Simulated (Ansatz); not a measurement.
# BFH$_{2}$NP (SMILES F/B=N/P): what the fields show

Input

```
crystal:
  periodic: [false, false, false]
  atoms:
    - {symbol: B, position_ang: [1.443784, 2.668189, -1.711645]}
    - {symbol: F, position_ang: [2.378393, 3.562631, -1.759617]}
    - {symbol: "N", position_ang: [0.529594, 1.814515, -1.662179]}
    - {symbol: P, position_ang: [-0.515391, 0.483610, -1.648163]}
    - {symbol: H, position_ang: [-1.238227, 0.769069, -0.440505]}
    - {symbol: H, position_ang: [-1.573793, 1.011251, -2.462899]}
basis:
  gaussian:
    orbitals: def2-TZVPD
hamiltonian:
  xc: pbe0
output: {forces: true, orbitals: {seedname: orbitals}}
```

Run with:

```sh
ansatz run input.yaml --threads 1 --pin off --max-ram 2610MiB --events-out events.jsonl --progress --plain --runs-dir runs
```

Geometry: B3LYP-D3(BJ)/def2-SVP.

Method: Ansatz 0.2.0, isolated molecule in a Gaussian basis; Kohn-Sham density functional theory, functional PBE0.

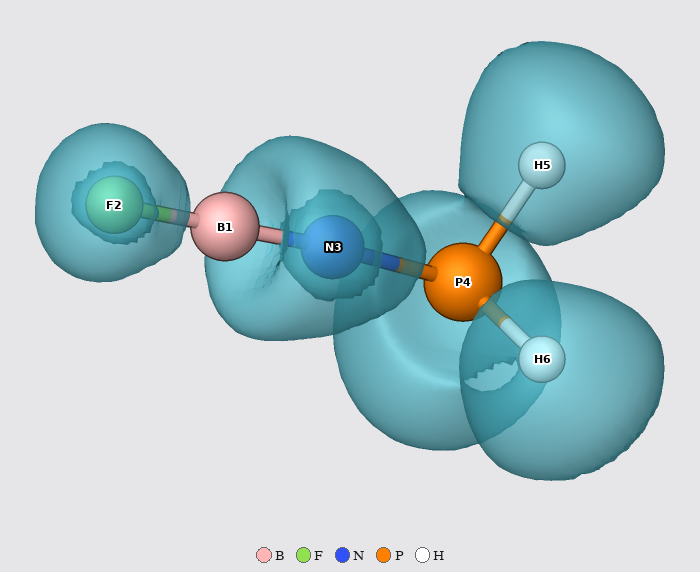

Figure 1. Isosurface of the ELF at 0.75 (cyan), seen at a tilt. Only the valence region is drawn (cores and ρ < 0.01 e/Å³ removed).

### Where are the electrons localised?

The ELF exceeds this value in one region on F in which the atom's valence shell and bonds are merged, one region on N in which the atom's valence shell and bonds are merged and one joined region spread over several atoms (H, P), in which their bonds and any lone pairs are merged.


B–N (1.25 Å): the ELF peaks at about 0.85 between the atoms, as expected for a short, strongly polar bond. B–F (1.29 Å): the ELF peaks at about 0.85 between the atoms (a short, strongly polar bond).

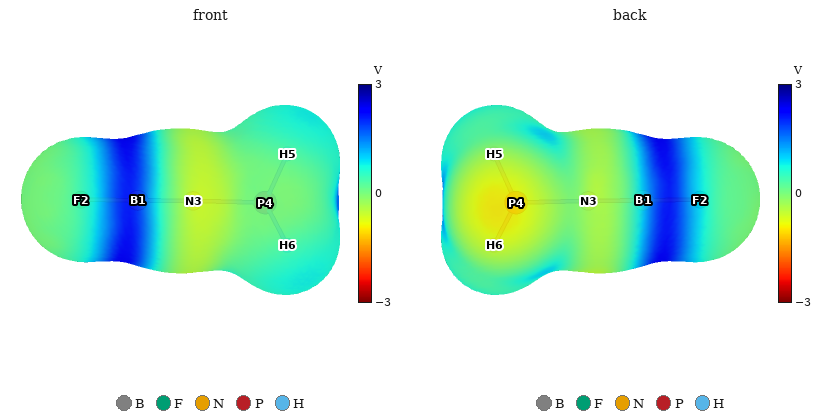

Figure 2. The molecular electrostatic potential painted on the density surface at 0.004 e/bohr³, seen from the front and from behind; the colour scale runs from red (negative) to blue (positive).

### Describe the electrostatic potential map.

The most negative region (about −1.0 V) lies over P4, the most positive (about +2.3 V) over B1.

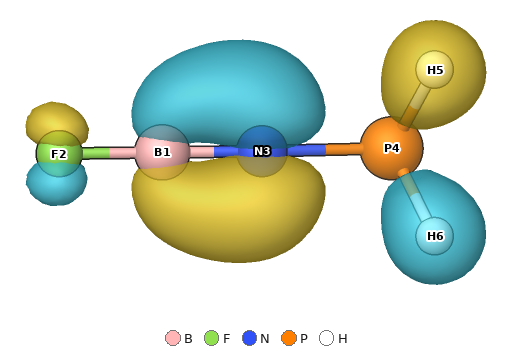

Figure 3. The HOMO−1 at ±0.15 Å⁻³ᐟ² (yellow and cyan are the two phases), seen across its widest extent.

### Where does this orbital lie, and at what energy?

By Hirshfeld shares it lies mainly on N3 (about 50 %), B1 (about 20 %), P4 (about 15 %), H5 (about 5 %) and H6 (about 5 %). Its energy is −8.42 eV.
